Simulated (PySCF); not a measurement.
**CoCl₂: structure of the quartet**

The task is one start of a wider search on CoCl₂: the quartet, from a bent start. It is relaxed, tested by its Hessian and followed downhill if it is a saddle.

Program: PySCF 2.14.0. Level of theory: PBE0, basis Co def2-TZVP, Cl def2-TZVP, no relativity, density fitting. These are calculated values, not measurements.

## 1. The starting structure

3 atoms, charge 0, spin multiplicity 4.

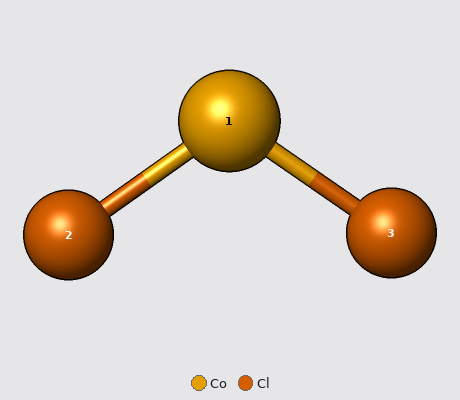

Start geometry, drawn with cobalt amber, chlorine orange; atoms are numbered from 1 in the order of the file.

Coordinates in bohr (charge 0 multiplicity 4):
```
Co    0.0000    0.0000    0.0000
Cl    3.2507    0.0000    2.2762
Cl   -3.2507    0.0000    2.2762
```

## 2. Finding the electronic state

The steps below are one call of a driver around PySCF. For each, scf.py gives the equivalent set-up of the SCF; relaxations use the driver's own optimiser. After this first run the driver tries any further starts and a stability analysis.

Input file scf.py:

```python
from pyscf import gto, scf, dft
mol = gto.M(atom='''
Co     0.000000     0.000000     0.000000
Cl     1.720200     0.000000     1.204500
Cl    -1.720200     0.000000     1.204500''',
    basis={'Co': 'def2-TZVP', 'Cl': 'def2-TZVP'},
    charge=0, spin=3)
mf = dft.UKS(mol, xc='PBE0')
mf.grids.atom_grid = (50, 194)
aux = {'Co': 'def2-universal-JKFIT', 'Cl': 'def2-universal-JKFIT'}
mf = mf.density_fit(auxbasis=aux)
mf.conv_tol = 1e-08
mf.diis_space = 10
mf.max_cycle = 60
mf.init_guess = 'minao'
mf.verbose = 4
mf.kernel()
```

Started as:

```bash
OMP_NUM_THREADS=4 python axn.py task.json out
```

Output:

```text
init E= -2301.8049266001
[... the frontier-level lines of each cycle are left out ...]
cycle= 1 E= -2285.8274597162  delta_E=   16  |g|= 5.77  |ddm|= 6.06
cycle= 2 E= -2225.29727136371  delta_E= 60.5  |g|= 14.3  |ddm|= 11.7
cycle= 3 E= -2278.86737673463  delta_E= -53.6  |g|= 9.67  |ddm|= 7.24
cycle= 4 E= -2286.11558245803  delta_E= -7.25  |g|= 7.95  |ddm|= 1.66
cycle= 5 E= -2295.48719457447  delta_E= -9.37  |g|= 5.52  |ddm|= 3.85
cycle= 6 E= -2296.76112316154  delta_E= -1.27  |g|= 4.76  |ddm|= 0.542
cycle= 7 E= -2299.77196411299  delta_E= -3.01  |g|= 3.36  |ddm|= 1.01
cycle= 8 E= -2302.43127253685  delta_E= -2.66  |g|= 1.02  |ddm|= 0.947
cycle= 9 E= -2302.71588921919  delta_E= -0.285  |g|= 0.281  |ddm|= 0.599
cycle= 10 E= -2302.74606720333  delta_E= -0.0302  |g|= 0.0876  |ddm|= 0.223
cycle= 11 E= -2302.74972697313  delta_E= -0.00366  |g|= 0.0773  |ddm|= 0.109
cycle= 12 E= -2302.75157098304  delta_E= -0.00184  |g|= 0.0376  |ddm|= 0.0313
cycle= 13 E= -2302.75197526758  delta_E= -0.000404  |g|= 0.0187  |ddm|= 0.0201
cycle= 14 E= -2302.75214887985  delta_E= -0.000174  |g|= 0.00672  |ddm|= 0.0239
cycle= 15 E= -2302.75216120816  delta_E= -1.23e-05  |g|= 0.00191  |ddm|= 0.00277
cycle= 16 E= -2302.75216252865  delta_E= -1.32e-06  |g|= 0.000267  |ddm|= 0.00116
cycle= 17 E= -2302.75216269878  delta_E= -1.7e-07  |g|= 0.000137  |ddm|= 0.000773
cycle= 18 E= -2302.75216271314  delta_E= -1.44e-08  |g|= 1.83e-05  |ddm|= 0.000203
cycle= 19 E= -2302.75216271359  delta_E= -4.43e-10  |g|= 5.21e-06  |ddm|= 4.14e-05
Extra cycle  E= -2302.75216271356  delta_E= 2.18e-11  |g|= 1.17e-05  |ddm|= 1.09e-05
converged SCF energy = -2302.75216271356  <S^2> = 3.7604439  2S+1 = 4.0052185
```

This step, with its further starts and checks, took 23 s on 4 threads of Arm Neoverse V2, shared host.

Energies from each starting density:

| start | energy (Eh) |
| --- | --- |
| the minimal-basis guess | -2302.752163 |
| a thermally smeared density | -2302.753049 |
| a smeared PBE density | -2302.753049 |

This is not the lowest solution: one lies 2.3 kJ/mol lower, at -2302.75305 Eh, and the relaxation starts from that.

## 3. Relaxing the quartet from the bent start

The program finds C2v symmetry in the start, which this walk keeps.

scf.py, as its differences from that of step 2:

```diff
@@ -3,3 +3,3 @@
-Co     0.000000     0.000000     0.000000
-Cl     1.720200     0.000000     1.204500
-Cl    -1.720200     0.000000     1.204500''',
+Co     0.000000     0.000000    -0.653677
+Cl     1.720200     0.000000     0.550823
+Cl    -1.720200     0.000000     0.550823''',
@@ -15 +14,0 @@
-mf.init_guess = 'minao'
```

The optimiser's trace:

| step | energy (Eh) | change (kJ/mol) | largest symmetric gradient (Eh/bohr) |
| --- | --- | --- | --- |
| 0 | -2302.753049 | 0.00 | 0.01404 |
| 1 | -2302.758221 | -13.58 | 0.01457 |
| 2 | -2302.767638 | -38.30 | 0.01755 |
| 3 | -2302.770652 | -46.22 | 0.01567 |
| 4 | -2302.772811 | -51.89 | 0.01142 |
| 5 | -2302.775573 | -59.14 | 0.00407 |
| 6 | -2302.776320 | -61.10 | 0.00692 |
| 7 | -2302.776628 | -61.91 | 0.00087 |
| 8 | -2302.776677 | -62.04 | 0.00021 |
| 9 | -2302.776680 | -62.04 | 0.00007 |

The walk took 27 s.

Geometry (Å) and forces (eV/Å) at some steps:

```
step 0
Co   0.000   0.000  -0.654   0.000  -0.006   0.722
Cl   1.720   0.000   0.551   0.521   0.003  -0.361
Cl  -1.720   0.000   0.551  -0.521   0.003  -0.361
step 1
Co   0.000   0.000  -0.582   0.000  -0.005   0.749
Cl   1.794   0.000   0.515   0.315   0.002  -0.374
Cl  -1.794   0.000   0.515  -0.315   0.002  -0.374
step 5
Co   0.000   0.000  -0.044   0.000   0.000   0.209
Cl   2.071   0.000   0.246  -0.002   0.000  -0.105
Cl  -2.071   0.000   0.246   0.002   0.000  -0.105
step 9
Co   0.000   0.000   0.149   0.000   0.000   0.000
Cl   2.090   0.000   0.150  -0.004   0.000   0.000
Cl  -2.090   0.000   0.150   0.004   0.000   0.000
```

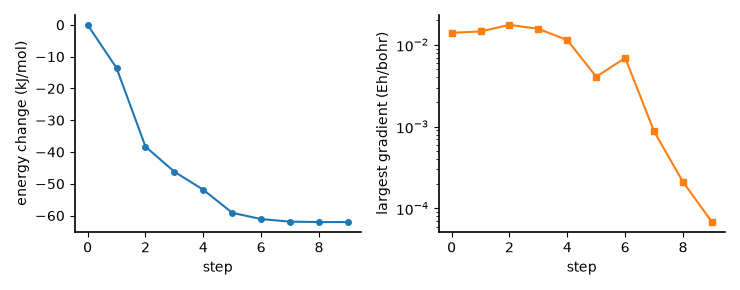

How energy and gradient fall.

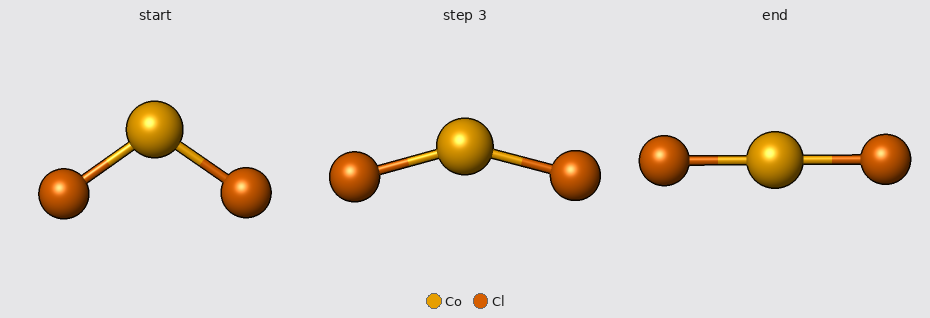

The geometry along the walk, at one scale.

End point (D∞h, 9 steps, 62.0 kJ/mol gained): Co–Cl 2.090 Å (×2); Cl–Co–Cl 180.0°.

## 4. Vibrations and properties at this point

On the finer grid the gradient is checked again; gradients at displacements of ±0.02 bohr then give force constants and infrared intensities.

scf.py, as its differences from that of step 3:

```diff
@@ -3,3 +3,3 @@
-Co     0.000000     0.000000    -0.653677
-Cl     1.720200     0.000000     0.550823
-Cl    -1.720200     0.000000     0.550823''',
+Co     0.000000     0.000000    -0.000000
+Cl     2.089647     0.000000    -0.000000
+Cl    -2.089647    -0.000000     0.000000''',
@@ -9 +9 @@
-mf.grids.atom_grid = (50, 194)
+mf.grids.atom_grid = (75, 302)
@@ -12 +12 @@
-mf.conv_tol = 1e-08
+mf.conv_tol = 1e-10
```

The driver hands on the density of the step before, so the log starts near convergence.

SCF at the final geometry:

```text
init E= -2302.77657745877
[... the frontier-level lines of each cycle are left out ...]
cycle= 1 E= -2302.77657745883  delta_E= -5.55e-11  |g|= 2.81e-06  |ddm|= 8.03e-06
Extra cycle  E= -2302.77657745887  delta_E= -3.91e-11  |g|= 2.83e-06  |ddm|= 8.06e-06
converged SCF energy = -2302.77657745887  <S^2> = 3.7611058  2S+1 = 4.005549
```

The whole step took 47 s.

Geometry: D∞h; Co–Cl 2.090 Å (×2); Cl–Co–Cl 180.0°.

Harmonic modes (main isotopes):

```json
{"symmetry": "πu", "ω (cm⁻¹)": "77", "IR (km/mol)": "24.1", "μ (u)": "44.87"}
{"symmetry": "σg+", "ω (cm⁻¹)": "353", "IR (km/mol)": "0.0", "μ (u)": "34.97"}
{"symmetry": "σu+", "ω (cm⁻¹)": "508", "IR (km/mol)": "139", "μ (u)": "44.87"}
```

No imaginary mode, so this is a minimum.

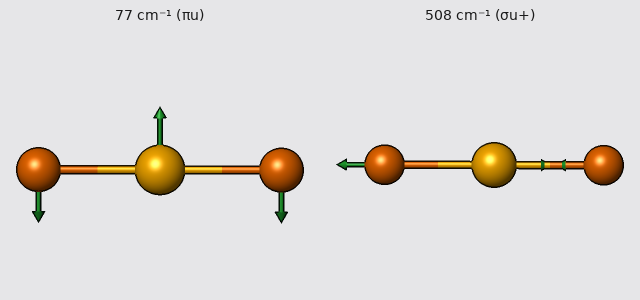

How the atoms move in 2 of the modes.

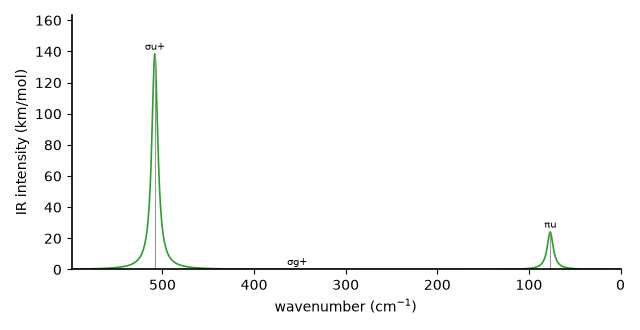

The harmonic infrared spectrum (widths in cm⁻¹). Lines are broadened to a width of 8 cm⁻¹ (Lorentzian).

Properties at this point:

```yaml
Dipole_moment: 0.00 D
Highest_occupied_level: -8.93 eV
Lowest_empty_level: -3.97 eV
Rotational_constants: 0.0552 cm⁻¹
Zero-point_energy: 6.1 kJ/mol
Principal_polarisabilities: 32.1, 32.1, 79.9 bohr³
Atomisation_energy_without_zero-point_energy: 774 kJ/mol
Principal_traceless_quadrupole_moments_about_the_centre_of_mass: -8.41, 4.21, 4.21 D Å
Entropy_at_298.15_K_and_1_bar_electronic_part_spin_only: 292.7 J/(mol K)
Heat_capacity_Cp_at_298.15_K: 57.3 J/(mol K)
Enthalpy_at_298.15_K_above_0_K: 14.29 kJ/mol
Rotational_symmetry_number: 2
Spin_squared_⟨S²⟩: 3.761
```

Charges (e) and bond orders:

```csv
atom,Mulliken,Löwdin,polar tensor,spin (Mulliken),Mayer order to Co1
Co1,0.70,-0.05,1.13,2.72,–
"Cl2,3",-0.35,0.03,-0.56,0.14,1.12
```

Mulliken populations on Co1: s 6.65, p 12.35, d 7.29, f 0.00.

## 5. Results

| quantity | value |
| --- | --- |
| minimum | quartet, D∞h |
| geometry | Co–Cl 2.090 Å (×2); Cl–Co–Cl 180.0° |
| wavenumbers (cm⁻¹) | 77 (πu), 353 (σg+), 508 (σu+) |
| dipole moment | 0.00 D |
| highest occupied, lowest empty level (either spin) | -8.93, -3.97 eV |
| polar-tensor charge of Co1 | +1.13 e |
| zero-point energy | 6.1 kJ/mol |
| entropy at 298.15 K | 292.7 J/(mol K) |
| atomisation energy (no zero-point energy) | 774 kJ/mol |
| ⟨S²⟩ | 3.761 |

**Reading.** The bent start (C2v) ends in a minimum of D∞h symmetry. The strongest infrared band lies at 508 cm⁻¹ (σu+, stretch). The dipole vanishes although Co1 carries +1.1 e by the polar tensor: the bond dipoles cancel. Most of the spin sits on Co1 (Mulliken spin 2.72, against 3 for the whole molecule). The first SCF alone would have been 2 kJ/mol too high. Only this shape and spin were tried, so other structures or states may lie lower. One determinant may miss the lowest occupation of an open d or f shell.

The search up to here took 97 s.
